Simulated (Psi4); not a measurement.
# UMP3/def2-TZVPPD run of O2F (SMILES [O]OF)

Aim: the vertical ionisation energy of O2F at UMP3/def2-TZVPPD, from 2 runs. 

Program for the calculation: Psi4 1.11.

2 further runs of the same task are left out: 2 set aside as unsound or not needed.

## Step 1: The molecule

O2F: 3 atoms, total charge 0, spin state doublet. SMILES: `[O]OF`. The shape is that of a PBE0-D4/def2-TZVP optimisation.

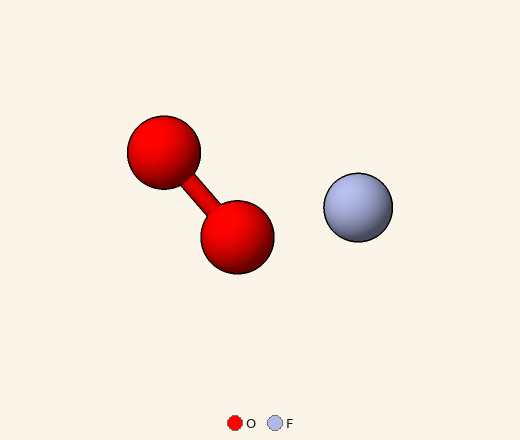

The structure, seen from a chosen angle (oxygen red, fluorine light blue).

## Step 2: A single-point energy at UMP3/def2-TZVPPD

File fo2.inp:

```
memory 2.2 GB

molecule m {
  0 2
  O      1.76387036    -0.55830069     0.91130153
  O      0.25184380     0.94083795     0.24175266
  F     -2.01567637    -0.38253726    -1.15303529
  units au
  symmetry c1
}

set {
  reference uhf
  puream true
  e_convergence 1e-09
  d_convergence 1e-08
  scf_type pk
  num_frozen_docc 3
  maxiter 100
  mp_type conv
}

energy("mp3/def2-TZVPPD")
print_variables()
```

Command:

```
psi4 fo2.inp fo2.out -n 1
```

fo2.out:

```text
[...]
  Running in c1 symmetry.
[...]
  Nuclear repulsion =   69.596692193105000
[...]
  Multiplicity = 2
[...]
  Nalpha       = 13
  Nbeta        = 12
[...]
    Number of basis functions: 120
[...]
   @UHF iter   1:  -248.85792556913216   -7.07671e-01   4.75946e-03 DIIS/ADIIS
[...]
   @UHF iter  23:  -249.00493300447167   -3.49587e-12   8.97142e-09 DIIS
[...]
   @S^2 Observed:                7.675104010E-01
[...]
    Orbital Energies [Eh]
    ---------------------
    Alpha Occupied:
       1A    -26.326935     2A    -20.857645     3A    -20.778794
       4A     -1.786196     5A     -1.560764     6A     -1.195395
       7A     -0.911431     8A     -0.831803     9A     -0.806657
      10A     -0.670929    11A     -0.647617    12A     -0.576256
      13A     -0.549598
    Alpha Virtual:
      14A      0.044745    15A      0.083852    16A      0.104498
      17A      0.108254    18A      0.120179    19A      0.159754
      20A      0.159781    21A      0.168265    22A      0.194431
      23A      0.206617    24A      0.232717    25A      0.295762
[...]
  @UHF Final Energy:  -249.00493300447167
   => Energetics <=
    Nuclear Repulsion Energy =             69.5966921931049995
    One-Electron Energy =                -483.3119763038653218
    Two-Electron Energy =                 164.7103511062886412
    Total Energy =                       -249.0049330044716669
  UHF NO Occupations:
  HONO-2 :   11  A 1.9974162
  HONO-1 :   12  A 1.9960062
[...]
 Multipole Moments:
 ------------------------------------------------------------------------------------
     Multipole            Electronic (a.u.)      Nuclear  (a.u.)        Total (a.u.)
 ------------------------------------------------------------------------------------
 L = 1.  Multiply by 2.5417464519 to convert [e a0] to [Debye]
 Dipole X            :         -0.4291511            1.0974127            0.6682616
 Dipole Y            :          0.0233485            0.1816294            0.2049779
 Dipole Z            :          0.0000000           -0.0000000            0.0000000
 Magnitude           :                                                    0.6989918
[...]
	SCS-MP2 Total Energy (a.u.)        :  -249.71325048509246
	SOS-MP2 Total Energy (a.u.)        :  -249.70288753876923
[...]
	SOS-PI-MP2 Total Energy (a.u.)     :  -249.75657634909982
[...]
	MP2 Total Energy (a.u.)            :  -249.73397637773886
[...]
	SCS-MP3 Total Energy (a.u.)        :  -249.71016812326104
[...]
	MP3 Total Energy (a.u.)            :  -249.72164693041321
[...]
```

Run time: 38 s. Hardware: 1 thread of INTEL XEON PLATINUM 8581C at 2.30GHz (Emerald Rapids), shared host; peak memory 2.2 GiB.

## Step 3: The singlet cation, same level

File job.py:

```python
import psi4

psi4.set_memory(2200000000)
psi4.set_num_threads(1)
psi4.core.set_output_file('run.log', False)

m = psi4.geometry("""
1 1
O      0.933400    -0.295440     0.482240
O      0.133270     0.497870     0.127930
F     -1.066650    -0.202430    -0.610160
units angstrom
symmetry c1
""")

psi4.set_options({
    'basis': 'def2-TZVPPD',
    'reference': 'rhf',
    'puream': True,
    'e_convergence': 1e-09,
    'd_convergence': 1e-08,
    'scf_type': 'pk',
    'num_frozen_docc': 3,
    'mp_type': 'conv',
})

e = psi4.energy('mp3')
print(f'mp3 energy: {e:.10f} Eh')
```

Command:

```
python job.py
```

run.log:

```text
[...]
  Running in c1 symmetry.
[...]
  Nuclear repulsion =   69.596692195353654
[...]
  Multiplicity = 1
[...]
  Nalpha       = 12
  Nbeta        = 12
[...]
    Number of basis functions: 120
[...]
   @RHF iter   1:  -248.16653370264962   -1.62793e-02   6.79161e-03 ADIIS/DIIS
[...]
   @RHF iter  17:  -248.51872203895866   -5.68434e-12   4.75337e-09 DIIS
[...]
    Orbital Energies [Eh]
    ---------------------
    Doubly Occupied:
       1A    -26.757085     2A    -21.278795     3A    -21.217487
       4A     -2.153905     5A     -1.933958     6A     -1.524779
       7A     -1.203088     8A     -1.198172     9A     -1.134942
      10A     -1.038337    11A     -1.024394    12A     -0.911593
[...]
  @RHF Final Energy:  -248.51872203895866
   => Energetics <=
    Nuclear Repulsion Energy =             69.5966921953536541
    One-Electron Energy =                -473.4777563047717877
    Two-Electron Energy =                 155.3623420704595048
    Total Energy =                       -248.5187220389586571
[...]
 Multipole Moments:
 ------------------------------------------------------------------------------------
     Multipole            Electronic (a.u.)      Nuclear  (a.u.)        Total (a.u.)
 ------------------------------------------------------------------------------------
 L = 1.  Multiply by 2.5417464519 to convert [e a0] to [Debye]
 Dipole X            :         -0.3956494            1.0974127            0.7017633
 Dipole Y            :         -0.1063126            0.1816294            0.0753169
 Dipole Z            :          0.0000000           -0.0000000            0.0000000
 Magnitude           :                                                    0.7057934
[...]
	SCS-MP2 Total Energy (a.u.)        :  -249.25885897332415
	SOS-MP2 Total Energy (a.u.)        :  -249.25128402528398
[...]
	SOS-PI-MP2 Total Energy (a.u.)     :  -249.30763494730900
[...]
	MP2 Total Energy (a.u.)            :  -249.27400886940453
[...]
	SCS-MP3 Total Energy (a.u.)        :  -249.25295868259184
[...]
	MP3 Total Energy (a.u.)            :  -249.25040770647524
[...]
```

Standard output:

```text
mp3 energy: -249.2504077065 Eh
```

Wall time 17 s (1 thread of INTEL XEON PLATINUM 8581C at 2.30GHz (Emerald Rapids), shared host); peak memory 2.2 GiB.

## Step 4: Outcome

Level: UMP3/def2-TZVPPD, 3 core orbitals frozen.

| quantity | value |
| --- | --- |
| doublet O2F: total energy | -249.72165 Eh |
| doublet O2F: HOMO energy (Hartree–Fock orbitals) (highest over α and β) | -14.02 eV |
| doublet O2F: LUMO energy (Hartree–Fock orbitals) (lowest over α and β) | 1.22 eV |
| doublet O2F: correlation energy (3 core orbitals frozen) | -716.7 mEh |
| doublet O2F: ⟨S²⟩ of the reference determinant | 0.768 |
| singlet cation: total energy | -249.25041 Eh |
| singlet cation: HOMO energy (Hartree–Fock orbitals) | -24.81 eV |
| singlet cation: LUMO energy (Hartree–Fock orbitals) | -10.36 eV |
| singlet cation: HOMO–LUMO gap (Hartree–Fock orbitals) | 14.44 eV |
| singlet cation: correlation energy (3 core orbitals frozen) | -731.7 mEh |
| vertical ionisation energy (to the singlet cation) | 12.823 eV |

**Reading.** Removing an electron at fixed nuclei costs 12.82 eV (296 kcal/mol). Only the singlet of the ionised species was computed; a triplet could lie lower.
